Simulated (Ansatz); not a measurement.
Rock-salt SnTe (cubic form, which distorts at low temperature), treated with PBE0 (Ansatz, an electronic-structure program, plane waves, PAW).

Numerical settings: plane-wave cutoff 460 eV, 8×8×8 k mesh, Fermi–Dirac smearing 0.01 eV, scalar-relativistic PAW data made under PBE.

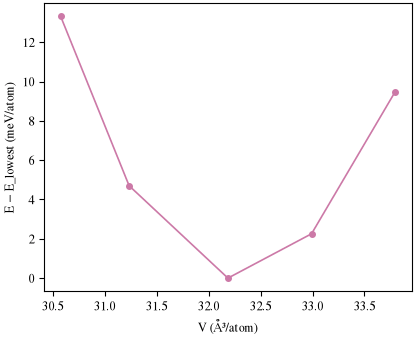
*Total energy against volume*

Problem. From the curve, estimate the equilibrium volume and the bulk modulus.

Solution. V0 ≈ 32.3 Å³/atom and B0 ≈ 45 GPa; the fit gives V0 = 32.251 Å³/atom, B0 = 44.7 GPa, B′ = 4.4.

Measured, for comparison: bulk modulus 37.8 GPa (temperature not stated, no zero-point or thermal correction; as tabulated in Toher et al. (2017), arXiv:1611.05714); equilibrium volume per atom 31.50 Å³/atom (room temperature, no zero-point or thermal correction; as tabulated in Maiti et al. (2022), arXiv:2109.01420). Computed (rounded) less measured: bulk modulus +18 %, equilibrium volume per atom +2.4 %.

Note: symmetry holds this phase in the static calculation, where it need not be a minimum.

Spin–orbit coupling is not included.

The computed numbers hold no vibrational or temperature effects.

It cost around 30 core-minutes (rough) of CPU time.
